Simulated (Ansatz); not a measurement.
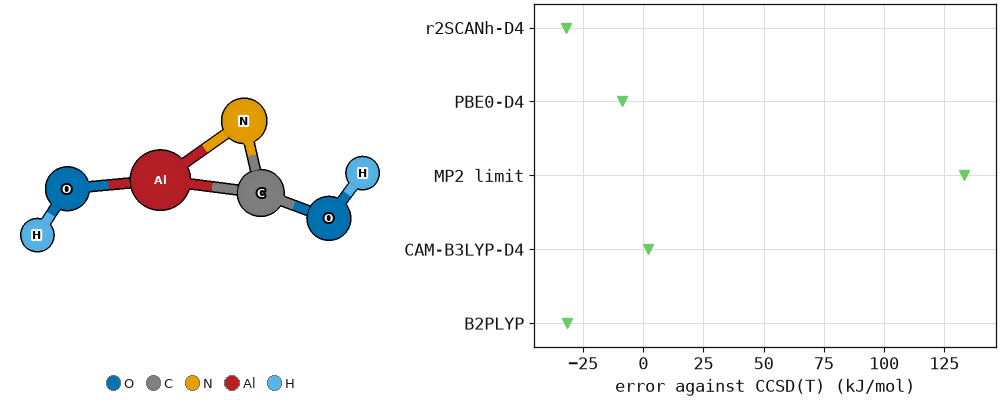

Error in the electronic atomisation energy (method less reference, so positive means overbinding) of CH₂AlNO₂ (imidic-acid tautomer), SMILES O[C]1=[N][Al]1[OH], singlet: functionals in def2-TZVPP against frozen-core CCSD(T) at the limit (MP2 extrapolated from triple and quadruple zeta, plus CCSD(T) less MP2 in a smaller set), which gives 2762.1 kJ/mol, at a PBE0-D4/def2-TZVP geometry (a minimum by its frequencies), no zero-point or spin-orbit term, the Ansatz code 0.2.0. The reference leaves out core correlation, a term that grows with the number of heavy atoms. B2PLYP holds a correlation term that converges slowly with the basis, so part of the distance to the limit is basis error. No dispersion term is added to B2PLYP. Limit means the basis limit.

### Which of these levels overbind, and which underbind?

Overbind: MP2 limit. Underbind: r2SCANh-D4 and B2PLYP. Within 25 kJ/mol of zero, too close to call in view of what the reference leaves out: PBE0-D4 and CAM-B3LYP-D4.

### Give the values.

```tsv
level	kJ/mol
r2SCANh-D4	−32.2
PBE0-D4	−9.0
MP2 limit	133.4
CAM-B3LYP-D4	2.1
B2PLYP	−31.6
```
